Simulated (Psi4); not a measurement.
## Excited-state calculation, with input and output: GaCl

- system: GaCl, SMILES [Cl][Ga]
- method: TDDFT (CAM-B3LYP)/aug-cc-pVDZ, RKS (Psi4 1.11)

The geometry comes from this level: PBE0-D4/def2-TZVP.

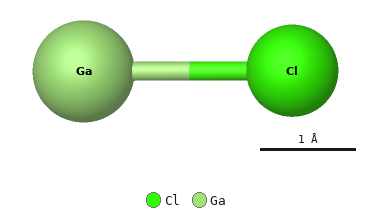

Fig. 1: The structure as given in the input (ball-and-stick view, seen on its broad side). Sticks mark near contacts. Bond lengths as drawn: Cl–Ga 2.22 Å.

### Input file (calc.dat)
```python
memory 1600 mb

molecule system {
  Cl     0.00000000     0.00000000    -0.04452195
  Ga     0.00000000     0.00000000     4.14258202
  units bohr
  symmetry c1
}

set basis aug-cc-pVDZ
set reference rks
set puream true
set scf_type df
set dft_radial_points 99
set dft_spherical_points 590
set df_basis_scf def2-universal-jkfit
set save_jk true

from psi4.driver.procrouting.response.scf_response import tdscf_excitations
E, wfn = energy("cam-b3lyp", return_wfn=True)
states = tdscf_excitations(wfn, states=4, tda=False)
print_variables()
```

Command:
```bash
psi4 -i calc.dat -o calc.out -n 1
```

### Log
```
Psi4 1.11 release

   => Loading Basis Set <=

    Name: AUG-CC-PVDZ
    Role: ORBITAL
    Keyword: BASIS

         ---------------------------------------------------------
                                   SCF
                              RKS Reference
                        1 Threads,   1525 MiB Core
         ---------------------------------------------------------

  ==> Geometry <==

    Molecular point group: c1
    Full point group: C_inf_v

    Geometry (in Bohr), charge = 0, multiplicity = 1:

       Center              X                  Y                   Z               Mass
    ------------   -----------------  -----------------  -----------------  -----------------
         CL           0.000000000000     0.000000000000    -2.777805826954    34.968852682000
         GA           0.000000000000     0.000000000000     1.409298143046    68.925573500000

  Running in c1 symmetry.

  Rotational constants: A = ************  B =      0.14801  C =      0.14801 [cm^-1]
  Rotational constants: A = ************  B =   4437.29110  C =   4437.29110 [MHz]
  Nuclear repulsion =  125.862649644212212

  Charge       = 0
  Multiplicity = 1
  Electrons    = 48
  Nalpha       = 24
  Nbeta        = 24

  ==> Algorithm <==

  SCF Algorithm Type is DF.
  DIIS enabled.
  MOM disabled.
  Fractional occupation disabled.
  Guess Type is SAD.
  Energy threshold   = 1.00e-06
  Density threshold  = 1.00e-06
  Integral threshold = 1.00e-12

  ==> Primary Basis <==

  Basis Set: AUG-CC-PVDZ
    Blend: AUG-CC-PVDZ
    Number of shells: 25
    Number of basis functions: 63
    Number of Cartesian functions: 68
    Spherical Harmonics?: true
    Max angular momentum: 2

  ==> DFT Potential <==

   => LibXC <=

    Version 7.1.2

   => Composite Functional: CAM-B3LYP <=

    CAM-B3LYP Hyb-GGA Exchange-Correlation Functional

    Deriv               =              1
    GGA                 =           TRUE
    Meta                =          FALSE

    Exchange Hybrid     =           TRUE
    MP2 Hybrid          =          FALSE

   => Exchange Functionals <=

    0.3500         Becke 88 [omega = 0.3300]
    0.4600   Short-range recipe for B88 functional - erf [omega = 0.3300]

   => Exact (HF) Exchange <=

    0.4600            HF,LR [omega = 0.3300]
    0.1900               HF

   => Correlation Functionals <=

    0.1900   Vosko, Wilk & Nusair (VWN5)
    0.8100   Lee, Yang & Parr

   => LibXC Density Thresholds  <==

    XC_HYB_GGA_XC_CAM_B3LYP:  1.00E-14

   => Molecular Quadrature <=

    Radial Scheme          =       TREUTLER
    Pruning Scheme         =           NONE
    Nuclear Scheme         =       TREUTLER

    Blocking Scheme        =         OCTREE
    BS radius alpha        =              1
    Pruning alpha          =              1
    Radial Points          =             99
    Spherical Points       =            590
    Total Points           =         114818
    Total Blocks           =           1011
    Max Points             =            256
    Max Functions          =             63
    Weights Tolerance      =       1.00E-15

   => Loading Basis Set <=

    Name: DEF2-UNIVERSAL-JKFIT
    Role: JKFIT
    Keyword: DF_BASIS_SCF

  ==> Integral Setup <==

  DFHelper Memory: AOs need 0.037 GiB; user supplied 0.928 GiB.
  SCF_SUBTYPE=INCORE selected. In-core MEM_DF algorithm will be used.
  Using in-core AOs.

  ==> MemDFJK: Density-Fitted J/K Matrices <==

    J tasked:                   Yes
    K tasked:                   Yes
    wK tasked:                  Yes
    Omega:                3.300E-01
    Memory [MiB]:               949
    Algorithm:                 Core
    Schwarz Cutoff:           1E-12
    Mask sparsity (%):       0.0000
    Fitting Condition:        1E-10

   => Auxiliary Basis Set <=

  Basis Set: DEF2-UNIVERSAL-JKFIT
    Blend: DEF2-UNIVERSAL-JKFIT
    Number of shells: 98
    Number of basis functions: 394
    Number of Cartesian functions: 526
    Spherical Harmonics?: true
    Max angular momentum: 5

  Cached 100.0% of DFT collocation blocks in 0.190 [GiB].

  Minimum eigenvalue in the overlap matrix is 3.1147933585E-03.
  Reciprocal condition number of the overlap matrix is 7.7587182906E-04.
    Using symmetric orthogonalization.

  ==> Pre-Iterations <==

  SCF Guess: Superposition of Atomic Densities via on-the-fly atomic UHF (no occupation information).

   -------------------------
    Irrep   Nso     Nmo
   -------------------------
     A         63      63
   -------------------------
    Total      63      63
   -------------------------

  ==> Iterations <==

                           Total Energy        Delta E     RMS |[F,P]|

   @DF-RKS iter SAD: -2380.94945949280282   -2.38095e+03   0.00000e+00
   @DF-RKS iter   1: -2384.63883164025947   -3.68937e+00   1.55210e-02 DIIS/ADIIS
   @DF-RKS iter   2: -2384.97206855284048   -3.33237e-01   1.26855e-02 DIIS/ADIIS
   @DF-RKS iter   3: -2385.22471459152757   -2.52646e-01   1.16539e-03 DIIS/ADIIS
   @DF-RKS iter   4: -2385.22717666036897   -2.46207e-03   4.78453e-04 DIIS/ADIIS
   @DF-RKS iter   5: -2385.22770584888849   -5.29189e-04   7.46654e-05 DIIS
   @DF-RKS iter   6: -2385.22772527667621   -1.94278e-05   1.41393e-05 DIIS
   @DF-RKS iter   7: -2385.22772604687452   -7.70198e-07   5.06193e-06 DIIS
   @DF-RKS iter   8: -2385.22772615290296   -1.06028e-07   5.91550e-07 DIIS
  Energy and wave function converged.

  ==> Post-Iterations <==

   Electrons on quadrature grid:
      Ntotal   =   48.0000001925 ; deviation = 1.925e-07

    Orbital Energies [Eh]
    ---------------------

    Doubly Occupied:

       1A   -372.698154     2A   -101.584521     3A    -46.052823
       4A    -40.808103     5A    -40.808103     6A    -40.806495
       7A     -9.503790     8A     -7.262560     9A     -7.259965
      10A     -7.259965    11A     -5.615855    12A     -3.899862
      13A     -3.899862    14A     -3.894801    15A     -0.949841
      16A     -0.946077    17A     -0.946077    18A     -0.942387
      19A     -0.942387    20A     -0.862150    21A     -0.481917
      22A     -0.375602    23A     -0.375602    24A     -0.324397

    Virtual:

      25A     -0.032675    26A     -0.032675    27A      0.013725
      28A      0.027703    29A      0.036133    30A      0.036133
      31A      0.078758    32A      0.100664    33A      0.113236
      34A      0.113236    35A      0.132386    36A      0.132386
      37A      0.155818    38A      0.155818    39A      0.200259
      40A      0.213633    41A      0.311589    42A      0.320427
      43A      0.320427    44A      0.400814    45A      0.400814
      46A      0.402442    47A      0.417036    48A      0.417036
      49A      0.485825    50A      0.485825    51A      0.576609
      52A      0.607114    53A      0.607114    54A      0.687572
      55A      0.820524    56A      0.820524    57A      1.001223
      58A      1.232254    59A      1.232254    60A      1.289308
      61A      1.296649    62A      1.296649    63A      1.343039

    Final Occupation by Irrep:
              A
    DOCC [    24 ]
    NA   [    24 ]
    NB   [    24 ]

  @DF-RKS Final Energy: -2385.22772615290296

   => Energetics <=

    Nuclear Repulsion Energy =            125.8626496442122118
    One-Electron Energy =               -3569.6942959768075525
    Two-Electron Energy =                1138.8934009358551975
    DFT Exchange-Correlation Energy =     -80.2894807561624049
    Empirical Dispersion Energy =           0.0000000000000000
    VV10 Nonlocal Energy =                  0.0000000000000000
    Total Energy =                      -2385.2277261529025054

Computation Completed

Properties will be evaluated at   0.000000,   0.000000,   0.000000 [a0]

Properties computed using the SCF density matrix

 Multipole Moments:

 ------------------------------------------------------------------------------------
     Multipole            Electronic (a.u.)      Nuclear  (a.u.)        Total (a.u.)
 ------------------------------------------------------------------------------------

 L = 1.  Multiply by 2.5417464519 to convert [e a0] to [Debye]
 Dipole X            :         -0.0000000            0.0000000           -0.0000000
 Dipole Y            :          0.0000000            0.0000000            0.0000000
 Dipole Z            :          4.5403656           -3.5344566            1.0059090
 Magnitude           :                                                    1.0059090

 ------------------------------------------------------------------------------------

	total time  =          5 seconds =       0.08 minutes

******************************************************************************************
**********                               WARNING                                **********
**********       The names of excited state variables changed between 1.5       **********
**********     and 1.6. For a quick solution, remove the symmetry specifier     **********
**********   from the variable name. For full details, see 'Notes on Psivars'   **********
**********                        in the documentation.                         **********
******************************************************************************************

         ---------------------------------------------------------
                         TDSCF excitation energies
         ---------------------------------------------------------

  ==> Options <==

     Residual threshold  : 1.0000e-04
     Initial guess       : denominators
     Reference           : RHF
     Solver type         : RPA (Hamiltonian)

  ==> Requested Excitations <==

      4 singlet states with A symmetry

  ==> Seeking the lowest 4 singlet states with A symmetry

                        Generalized Hamiltonian Solver

  ==> Options <==

    Max number of iterations        = 60
    Eigenvector tolerance           = 1.0000e-04
    Max number of expansion vectors = 800

  => Iterations <=
                              Max[D[value]]     Max[|R|]   # vectors
  HamiltonianSolver iter   1:   2.25957e-01  1.45947e-01     16
  HamiltonianSolver iter   2:   9.82812e-03  4.59403e-02     24
  HamiltonianSolver iter   3:   5.70555e-04  7.48585e-03     32
  HamiltonianSolver iter   4:   1.64262e-05  1.55666e-03     40
  HamiltonianSolver iter   5:   4.62202e-07  2.57828e-04     48
  HamiltonianSolver iter   6:   9.92144e-09  6.99348e-05     52      Converged

******************************************************************************************
**********                               WARNING                                **********
**********  Length-gauge rotatory strengths are **NOT** gauge-origin invariant  **********
******************************************************************************************

                                    Excitation Energy         Total Energy        Oscillator Strength             Rotatory Strength
     #   Sym: GS->ES (Trans)        au              eV              au          au (length)    au (velocity)    au (length)    au (velocity)
    ---- -------------------- --------------- --------------- --------------- --------------- --------------- --------------- ---------------
     1        A->A (1 A)       0.18112         4.92849        -2385.04661      0.1115          0.1096          0.0000          0.0000
     2        A->A (1 A)       0.18112         4.92849        -2385.04661      0.1115          0.1096          0.0000          0.0000
     3        A->A (1 A)       0.21793         5.93023        -2385.00979      0.0000          0.0000          0.0000          0.0000
     4        A->A (1 A)       0.22070         6.00551        -2385.00703      0.0000          0.0000         -0.0000         -0.0000

Contributing excitations and de-excitations
Only contributions with abs(coeff) > 1.00e-01 will be printed:

Excited State    1 (1 A):   0.18112 au   251.57 nm f = 0.1115
  Sums of squares: Xssq =  1.009985e+00; Yssq =  9.984890e-03; Xssq - Yssq =  1.000000e+00
     24a  ->  25a     0.986640 (97.346%)
     24a  ->  30a    -0.123425 ( 1.523%)

Excited State    2 (1 A):   0.18112 au   251.57 nm f = 0.1115
  Sums of squares: Xssq =  1.009985e+00; Yssq =  9.984890e-03; Xssq - Yssq =  1.000000e+00
     24a  ->  26a    -0.986640 (97.346%)
     24a  ->  29a     0.123425 ( 1.523%)

Excited State    3 (1 A):   0.21793 au   209.07 nm f = 0.0000
  Sums of squares: Xssq =  1.000275e+00; Yssq =  2.745085e-04; Xssq - Yssq =  1.000000e+00
     22a  ->  25a     0.692007 (47.887%)
     22a  ->  30a    -0.119046 ( 1.417%)
     23a  ->  26a    -0.692008 (47.888%)
     23a  ->  29a     0.119051 ( 1.417%)

Excited State    4 (1 A):   0.22070 au   206.45 nm f = 0.0000
  Sums of squares: Xssq =  1.000111e+00; Yssq =  1.111824e-04; Xssq - Yssq =  1.000000e+00
     22a  ->  25a     0.692889 (48.010%)
     22a  ->  30a    -0.117074 ( 1.371%)
     23a  ->  26a     0.692888 (48.009%)
     23a  ->  29a    -0.117063 ( 1.370%)

******************************************************************************************
**********                               WARNING                                **********
**********       The names of excited state variables changed between 1.5       **********
**********     and 1.6. For a quick solution, remove the symmetry specifier     **********
**********   from the variable name. For full details, see 'Notes on Psivars'   **********
**********                        in the documentation.                         **********
******************************************************************************************

  Variable Map:
  ----------------------------------------------------------------------------
  "CURRENT ENERGY"              =>   -2385.227726152903
  "CURRENT REFERENCE ENERGY"    =>   -2385.227726152903
  "DD SOLVATION ENERGY"         =>       0.000000000000
  "DFT FUNCTIONAL TOTAL ENERGY" =>   -2385.227726152903
  "DFT TOTAL ENERGY"            =>   -2385.227726152903
  "DFT VV10 ENERGY"             =>       0.000000000000
  "DFT XC ENERGY"               =>     -80.289480756162
  "GRID ELECTRONS ALPHA"        =>      24.000000096225
  "GRID ELECTRONS BETA"         =>      24.000000096225
  "GRID ELECTRONS TOTAL"        =>      48.000000192451
  "NUCLEAR REPULSION ENERGY"    =>     125.862649644212
  "ONE-ELECTRON ENERGY"         =>   -3569.694295976808
  "PCM POLARIZATION ENERGY"     =>       0.000000000000
  "PE ENERGY"                   =>       0.000000000000
  "SCF ITERATION ENERGY"        =>   -2385.227726152903
  "SCF ITERATIONS"              =>       8.000000000000
  "SCF TOTAL ENERGY"            =>   -2385.227726152903
  "TWO-ELECTRON ENERGY"         =>    1138.893400935855
  "XC GRID RADIAL POINTS"       =>      99.000000000000
  "XC GRID SPHERICAL POINTS"    =>     590.000000000000
  "XC GRID TOTAL POINTS"        =>  114818.000000000000

  Array Variable Map:
  ----------------------------------------------------------------------------
  "CURRENT DIPOLE"              =>      -0.000000000000 ... 1.005908993070 1 by 3
  "SCF DIPOLE"                  =>      -0.000000000000 ... 1.005908993070 1 by 3
  "SCF TOTAL ENERGIES"          =>   -2380.949459492803 ... -2385.227726152903 1 by 9

    Psi4 run time: 0:00:15.80
```

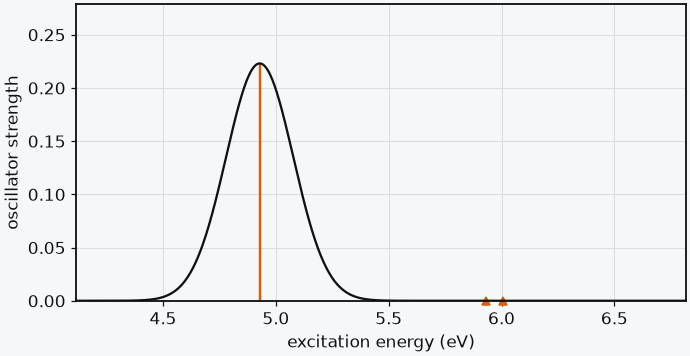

Fig. 2: Computed excitations as sticks (degenerate states added up, dark ones marked on the axis), with a Gaussian envelope of 0.35 eV full width at half maximum, scaled to the tallest. Of the 4 states the lowest lies at 4.93 eV (f = 0.112); the strongest line is at 4.93 eV, or 252 nm (f = 0.223, summed over 2 states that lie within 0.004 eV).

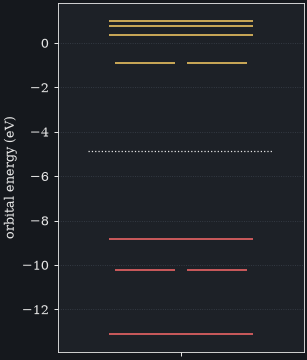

Fig. 3: Orbital energies near the frontier; the dotted line parts filled from empty levels, and levels within 0.02 eV of each other stand side by side. Highest filled −8.83 eV, lowest empty −0.89 eV, 7.94 eV apart.

### Results in brief

- outcome: converged
- total energy: −2385.227726 hartree
- basis functions: 63
- HOMO: −8.83 eV
- LUMO: −0.89 eV
- dipole moment: 2.56 D
- lowest excitation: 4.93 eV
- hardware: 1 thread of Intel Xeon @ 2.70GHz, 189 GiB of memory available, shared host
- wall time: 18 s
- peak memory: 0.54 GiB
